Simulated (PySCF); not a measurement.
# 3-chloro-1,1,1,2,2-pentafluoropropane (C3H2ClF5): runs on many settings

Which settings matter for 3-chloro-1,1,1,2,2-pentafluoropropane (C3H2ClF5) (`FC(F)(F)C(F)(F)CCl`), and how do bad ones show?

The runs use PySCF 2.14.0, with density-fitted response routines of our own; the level of theory stands in each step. All values are computed, except where a source is named. Atoms are numbered from 0 throughout.

## 1. The molecule as given

11 atoms, charge 0, multiplicity 1; geometry from: GFN2-xTB.

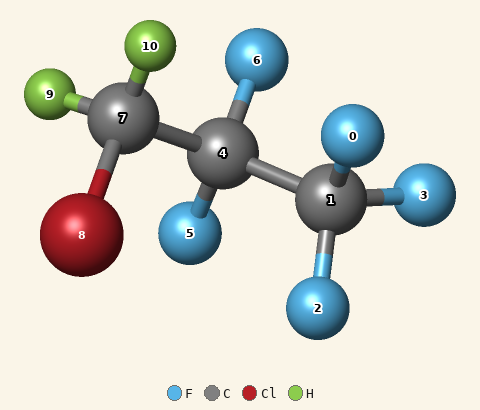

As it starts; fluorine blue, carbon grey, chlorine red, hydrogen green, atoms numbered; sticks join atoms by distance.

## 2. Shielding tensors: PBE0/pcSseg-1 in dichloromethane

Job settings and geometry (Å):

```
{"job": {"kind": "nmr", "xc": "PBE0", "basis": "pcSseg-1", "solvent": "dichloromethane", "pop": false, "scf": {"conv": 1e-06, "aux": "def2-qzvpp-jkfit"}}, "charge": 0, "multiplicity": 1}
F      1.350306    -1.284066     0.457693
C      1.283450    -0.069040    -0.094393
F      1.510162    -0.200935    -1.395852
F      2.270942     0.658555     0.417174
C     -0.100221     0.585875     0.193953
F     -0.234049     1.663143    -0.606423
F     -0.061202     1.065731     1.463304
C     -1.285875    -0.363760     0.064192
Cl    -1.321120    -1.115146    -1.547488
H     -2.203833     0.209811     0.203398
H     -1.203136    -1.147498     0.818479
```

With the program's defaults for keys left out, this is: GIAO PBE0/pcSseg-1 NMR shielding, non-relativistic, IEF-PCM dichloromethane.

The run is started by

```console
$ OMP_NUM_THREADS=1 python probes_run.py task.json out
```

This one command runs all jobs of the session in turn.

The program printed:

```text
final grid: 114136 points
cycle   1  E = -1073.9157774780  dE =  1.477e+00  |g| = 1.118e+00  |ddm| = 2.911e+00
cycle   2  E = -1073.6311800353  dE =  2.846e-01  |g| = 1.794e+00  |ddm| = 1.466e+00
cycle   3  E = -1074.1262294429  dE = -4.950e-01  |g| = 5.690e-02  |ddm| = 9.121e-01
cycle   4  E = -1074.1265906587  dE = -3.612e-04  |g| = 3.820e-02  |ddm| = 6.606e-02
cycle   5  E = -1074.1268137201  dE = -2.231e-04  |g| = 9.910e-03  |ddm| = 2.748e-02
cycle   6  E = -1074.1268274157  dE = -1.370e-05  |g| = 2.085e-03  |ddm| = 6.485e-03
cycle   7  E = -1074.1268280494  dE = -6.338e-07  |g| = 3.664e-04  |ddm| = 1.694e-03
converged SCF energy = -1074.1268280494

GIAO shielding tensors (ppm)
atom      isotropic    diamagn.    paramagn.     s11        s22        s33       span
  0 F      267.428     473.019    -205.591    190.056    262.233    349.994    159.938
  1 C       58.643     241.133    -182.490     49.710     60.070     66.151     16.441
  2 F      256.740     471.603    -214.862    182.450    260.905    326.865    144.415
  3 F      272.159     469.864    -197.705    196.653    270.350    349.473    152.820
  4 C       64.592     240.680    -176.088     49.004     70.781     73.990     24.986
  5 F      311.622     472.249    -160.626    223.613    344.658    366.597    142.984
  6 F      302.812     472.067    -169.254    211.130    341.701    355.606    144.476
  7 C      137.751     248.394    -110.643    116.921    135.949    160.382     43.461
  8 Cl     898.460    1145.903    -247.443    773.292    836.288   1085.799    312.508
  9 H       27.250      26.929       0.321     21.534     26.648     33.568     12.034
 10 H       27.314      27.919      -0.606     22.872     26.274     32.795      9.923
```

It took 17 s on 1 thread of Arm Neoverse V1, shared host; peak memory 0.88 GiB.

The references, computed at this level on geometries of the same kind, shield at (ppm): 1H TMS 31.69, 13C TMS 187.7, 19F CFCl3 174.2. Their shielding less the atom's gives the shift. The references are single molecules in the same continuum, so shifts against H2O, NH3, PH3, H3PO4 or CFCl3 are not on the usual liquid scales and can be off by tens of ppm. Atoms listed in one row are averaged.

| atoms | environment | σ (ppm) | δ (ppm) |
| --- | --- | --- | --- |
| C1 | CF3 carbon | 58.6 | 129.1 |
| C4 | fully substituted sp3 carbon bonded to 2 F | 64.6 | 123.1 |
| C7 | sp3 CH2 bonded to Cl | 137.8 | 50.0 |
| H9, H10 | hydrogen on an sp3 CH2 bonded to Cl | 27.28 | 4.41 |
| F0, F2, F3 | fluorine of a CF3 group | 265.4 | -91.3 |
| F5, F6 | fluorine of a CF2 group | 307.2 | -133.0 |
| Cl8 | chlorine bonded to C | 898 | – |

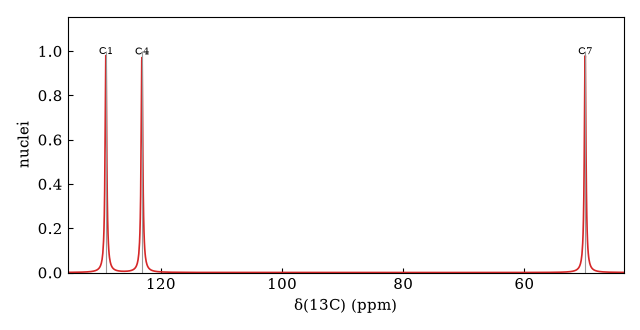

13C lines at the computed shifts, without couplings. Lines are broadened to a width of 0.32 ppm (Lorentzian).

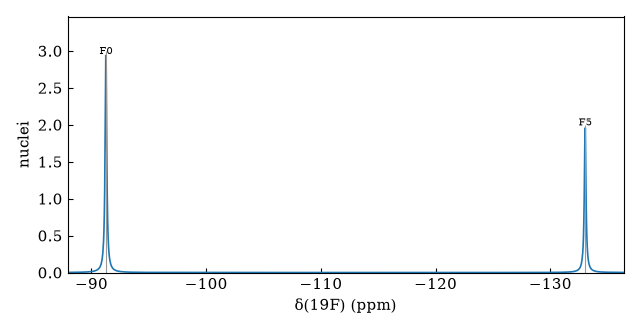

19F lines at the computed shifts, without couplings. Lines are broadened to a width of 0.17 ppm (Lorentzian).

## 3. Excited states and response: LC-wPBE/def2-SVPD

Settings changed since step 2:

```diff
@@ -1,2 +1,2 @@
-{"job": {"kind": "nmr", "xc": "PBE0", "basis": "pcSseg-1", "solvent": "dichloromethane", "pop": false, "scf": {"conv": 1e-06, "aux": "def2-qzvpp-jkfit"}}, "charge": 0, "multiplicity": 1}
+{"job": {"kind": "uv", "xc": "LC-wPBE", "basis": "def2-SVPD", "nstates": 12, "ntriplets": 2, "tda": false, "scf": {"max_cycle": 56}}, "charge": -1, "multiplicity": 1}
 F      1.350306    -1.284066     0.457693
```

With the program's defaults for keys left out, this is: LC-wPBE/def2-SVPD.

The program printed:

```text
RuntimeError: Electron number 83 and spin 0 are not consistent
Note mol.spin = 2S = Nalpha - Nbeta, not 2S+1
```

It took 0.04 s on 1 thread of Arm Neoverse V1, shared host.

Why it failed: Charge and multiplicity don't fit the number of electrons: an even count needs an odd multiplicity, and the reverse. The remedy is to mend the charge or the multiplicity.

## 4. Indirect couplings: WP04/6-31G

Settings changed since step 3:

```diff
@@ -1,2 +1,2 @@
-{"job": {"kind": "uv", "xc": "LC-wPBE", "basis": "def2-SVPD", "nstates": 12, "ntriplets": 2, "tda": false, "scf": {"max_cycle": 56}}, "charge": -1, "multiplicity": 1}
+{"job": {"kind": "j", "xc": "WP04", "basis": "6-31G", "scf": {"aux": "def2-universal-jkfit"}}, "charge": 0, "multiplicity": 1}
 F      1.350306    -1.284066     0.457693
```

Level: WP04/6-31G indirect spin-spin coupling, non-relativistic, gas phase.

The program printed:

```text
final grid: 114136 points
cycle   1  E = -1089.4864033006  dE =  1.722e+00  |g| = 1.617e+00  |ddm| = 3.467e+00
cycle   2  E = -1088.3479069357  dE =  1.138e+00  |g| = 3.079e+00  |ddm| = 3.749e+00
cycle   3  E = -1089.9655150175  dE = -1.618e+00  |g| = 1.505e-01  |ddm| = 2.550e+00
cycle   4  E = -1089.9692644667  dE = -3.749e-03  |g| = 8.257e-02  |ddm| = 2.248e-01
cycle   5  E = -1089.9704983674  dE = -1.234e-03  |g| = 2.991e-02  |ddm| = 8.407e-02
cycle   6  E = -1089.9706743835  dE = -1.760e-04  |g| = 2.510e-03  |ddm| = 2.772e-02
cycle   7  E = -1089.9706754371  dE = -1.054e-06  |g| = 1.356e-03  |ddm| = 3.413e-03
cycle   8  E = -1089.9706757475  dE = -3.104e-07  |g| = 2.280e-04  |ddm| = 1.102e-03
cycle   9  E = -1089.9706757579  dE = -1.040e-08  |g| = 4.407e-05  |ddm| = 2.906e-04
cycle  10  E = -1089.9706757582  dE = -3.647e-10  |g| = 2.245e-05  |ddm| = 6.540e-05
converged SCF energy = -1089.9706757582

Indirect spin-spin couplings (Hz)
  i      j    bonds     total        FC       PSO       DSO        SD
  0 F    1 C    1   -348.701  -325.093   -33.092     1.895     7.589
  0 F    2 F    2    111.461    49.132     3.504     0.586    58.239
  0 F    3 F    2    101.328    51.721    -7.687     0.501    56.793
  0 F    4 C    2     39.888    38.955    -0.432     0.471     0.893
  0 F    5 F    3     31.222    -2.403    14.610    -1.177    20.192
  0 F    6 F    3     -6.347     2.349    -4.955     0.295    -4.037
  0 F    7 C    3     -1.086    -0.764    -0.569     0.307    -0.060
  0 F    9 H    4     -0.174     0.512     0.549    -1.104    -0.131
  0 F   10 H    4      3.145     2.676    -1.386     1.877    -0.022
  1 C    2 F    1   -358.804  -330.363   -37.026     1.925     6.660
  1 C    3 F    1   -354.616  -326.150   -37.028     1.893     6.668
  1 C    5 F    2     32.097    32.272    -1.699     0.537     0.988
  1 C    6 F    2     31.674    32.350    -1.915     0.529     0.710
  1 C    9 H    3      6.220     6.239     0.184    -0.202         -
  1 C   10 H    3      0.269    -0.025    -0.032     0.326         -
  2 F    3 F    2     92.222    48.587   -12.820     0.529    55.926
  2 F    4 C    2     27.255    26.374    -0.814     0.447     1.248
  2 F    5 F    3    -10.661     1.390   -14.180     0.939     1.190
  2 F    6 F    3     25.398    -3.360    13.075    -1.192    16.874
  2 F    7 C    3     -1.850    -1.843     0.099     0.070    -0.175
  2 F    9 H    4      0.885     1.641     0.564    -1.214    -0.105
  3 F    4 C    2     29.367    26.601     0.328     0.401     2.037
  3 F    5 F    3    -10.881     0.699    -9.550     0.329    -2.359
  3 F    6 F    3     -9.430     3.346   -16.688     0.947     2.965
  3 F    7 C    3      1.943     1.349     0.429    -0.248     0.413
  3 F    9 H    4      3.714     4.311     0.742    -1.439     0.100
  3 F   10 H    4     -0.957    -0.554     0.633    -0.910    -0.125
  4 C    5 F    1   -327.162  -320.096   -19.456     1.734    10.656
  4 C    6 F    1   -327.449  -326.011   -15.143     1.702    12.003
  4 C    9 H    2     -7.270    -7.603    -0.067     0.400         -
  4 C   10 H    2     -1.661    -2.072    -0.032     0.443         -
  5 F    6 F    2    283.134    73.966   121.226     0.573    87.369
  5 F    7 C    2     24.666    23.427    -0.552     0.241     1.550
  5 F    9 H    3      5.349     5.077     0.103     0.746    -0.577
  5 F   10 H    3     19.611    21.002     0.401    -1.594    -0.199
  6 F    7 C    2     24.278    27.454    -3.096     0.264    -0.343
  6 F    9 H    3      1.095     1.111    -0.004     0.490    -0.502
  6 F   10 H    3      1.246     0.540     0.501     0.797    -0.592
  7 C    9 H    1    186.919   185.547     0.134     1.237         -
  7 C   10 H    1    184.910   183.510     0.127     1.273         -
  9 H   10 H    2    -21.433   -20.945     0.932    -1.420         -
```

Wall time 15 s (1 thread of Arm Neoverse V1, shared host).

The basis is not made for couplings: without tight functions at the nuclei these values are rough.

Couplings of 1 Hz or more, nine at most for each number of bonds, with means over like pairs (isotopes 13C, 19F, 1H):

| pair | bonds | J (Hz) | Fermi contact (Hz) | dihedral (°) |
| --- | --- | --- | --- | --- |
| F0–C1 | 1 | -354.0 | -327.2 | – |
| C4–F5 | 1 | -327.3 | -323.1 | – |
| C7–H9 | 1 | 185.9 | 184.5 | – |
| F5–F6 | 2 | 283.1 | 74.0 | – |
| F0–F2 | 2 | 101.7 | 49.8 | – |
| F0–C4 | 2 | 32.2 | 30.6 | – |
| C1–F5 | 2 | 31.9 | 32.3 | – |
| F5–C7 | 2 | 24.5 | 25.4 | – |
| H9–H10 | 2 | -21.4 | -20.9 | – |
| C4–H9 | 2 | -4.5 | -4.8 | – |
| F5–H10 | 3 | 10.4 | 11.1 | – |
| F5–H9 | 3 | 3.3 | 2.8 | -52 |
| C1–H9 | 3 | 3.2 | 3.1 | – |
| F0–F5 | 3 | 3.2 | 0.3 | – |
| F0–H9 | 4 | 1.1 | 1.4 | – |

Where two rows join the same classes of atoms, they are the two kinds of pair (J and J′ of an AA′XX′ pattern), each a mean over its own pairs alone.

The spin-dipole term was solved for some atoms only; pairs without it lack that part.

The response was solved for the nuclei of F, H alone, so couplings that need other nuclei can be missing.

Quadrupole couplings from the field gradients of the same density:

| atom | isotope | eQq/h (MHz) | η |
| --- | --- | --- | --- |
| Cl8 | 35Cl | -83.9 | 0.02 |

Shifts (PBE0/pcSseg-1, unscaled) and these couplings together give the proton spectrum at 300 MHz below. Couplings to quadrupolar nuclei are left out.

1H NMR δ 4.41 (tq, J = 6.8, 1.1 Hz, 2H). The letters are first-order; like nuclei with unlike couplings give more lines.

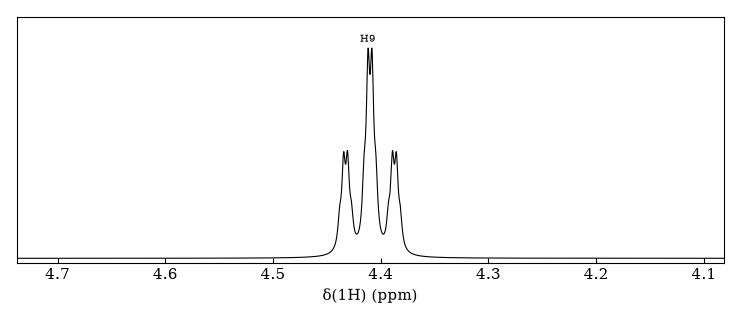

Simulated proton spectrum at 300 MHz, by exact diagonalisation of each spin system; lines 1.2 Hz wide, exchangeable protons uncoupled.

## 5. Excited states and response: M06-2X/pcSseg-1

Settings changed since step 4:

```diff
@@ -1,2 +1,2 @@
-{"job": {"kind": "j", "xc": "WP04", "basis": "6-31G", "scf": {"aux": "def2-universal-jkfit"}}, "charge": 0, "multiplicity": 1}
+{"job": {"kind": "uv", "xc": "M06-2X", "basis": "pcSseg-1", "nstates": 12, "ntriplets": 2, "tda": false, "scf": {"guess": "1e", "max_cycle": 87}}, "charge": 0, "multiplicity": 1}
 F      1.350306    -1.284066     0.457693
```

With the program's defaults for keys left out, this is: M06-2X/pcSseg-1.

The program printed:

```text
NotImplementedError: meta-GGA kernel
```

Run time: 28 s. Hardware: 1 thread of Arm Neoverse V1, shared host; peak memory 0.78 GiB.

**What went wrong.** This response code has no terms for the kinetic-energy density, so it refuses meta-GGA functionals here. The remedy is to take a GGA or a hybrid, or another code.

## 6. Spin-spin couplings: PBE0/STO-3G

Settings changed since step 5:

```diff
@@ -1,2 +1,2 @@
-{"job": {"kind": "uv", "xc": "M06-2X", "basis": "pcSseg-1", "nstates": 12, "ntriplets": 2, "tda": false, "scf": {"guess": "1e", "max_cycle": 87}}, "charge": 0, "multiplicity": 1}
+{"job": {"kind": "j", "xc": "PBE0", "basis": "STO-3G", "scf": {"max_cycle": 3, "aux": "sto-3g"}}, "charge": 0, "multiplicity": 1}
 F      1.350306    -1.284066     0.457693
```

Method: PBE0/STO-3G indirect spin-spin coupling, non-relativistic, gas phase.

The program printed:

```text
final grid: 114136 points
cycle   1  E = -1066.5259118565  dE =  1.301e+00  |g| = 9.927e-01  |ddm| = 4.407e+00
cycle   2  E = -1066.5148956608  dE =  1.102e-02  |g| = 1.111e+00  |ddm| = 2.723e+00
cycle   3  E = -1066.8517154623  dE = -3.368e-01  |g| = 4.330e-02  |ddm| = 1.451e+00
SCF not converged, last energy = -1066.8517154623
```

Run time: 1 s. Hardware: 1 thread of Arm Neoverse V1, shared host.

Diagnosis: The cap of 3 cycles ended the SCF at a gradient of 4.3e-02. The remedy is to raise the cap. Numbers printed on the way are no properties of the molecule.

## 7. What came out

```
                                                                                  quantity                                            value
                                   13C shifts against TMS (PBE0/pcSseg-1, dichloromethane)                           129.1, 123.1, 50.0 ppm
   1H shifts against TMS (PBE0/pcSseg-1, dichloromethane, means over atoms taken as alike)                                         4.41 ppm
19F shifts against CFCl3 (PBE0/pcSseg-1, dichloromethane, means over atoms taken as alike)                                -91.3, -133.0 ppm
                                         shieldings of Cl (PBE0/pcSseg-1, dichloromethane)                                    Cl8 898.5 ppm
                                                largest coupling of the table (WP04/6-31G)                         1J(F,C) F0–C1, -354.0 Hz
                                                             property runs in this session  5, of which 3 failed and 0 gave unsound results
```

Single values in the summary come from the first run of each kind that ended normally (PBE0/pcSseg-1; WP04/6-31G), which need not be the best level. At PBE0/pcSseg-1: The widest tensor belongs to Cl8: span 313 ppm, with a paramagnetic part of -247 ppm. In the run at WP04/6-31G, the largest coupling of the table is F0–C1 (mean over like pairs), -354.0 Hz, of which the Fermi-contact term gives -327.2 Hz. Couplings across rotatable bonds belong to this one conformer; where others are populated, the observed values are averages. Density functionals describe couplings to fluorine poorly, F–F couplings above all, so those rows are rough. Couplings from bases without tight functions are rough.
